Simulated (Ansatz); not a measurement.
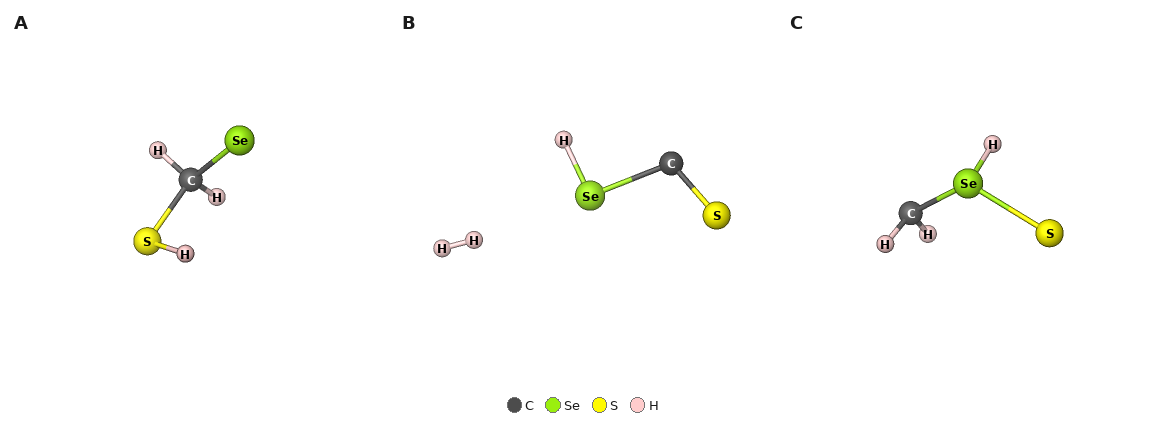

3 stationary structures of one formula. The species has charge −1 and is a spin singlet. Geometries: PBE-D4/def2-SVPD. Electronic energies: PBE-D4/def2-SVPD (Ansatz 0.2.0), without zero-point energy. No frequency run is at hand to confirm each as a minimum.

Which structure is the most stable?

Answer. A is lowest (C1); C lies 1.779 eV above it (C1), B lies 2.544 eV above it (Cs).
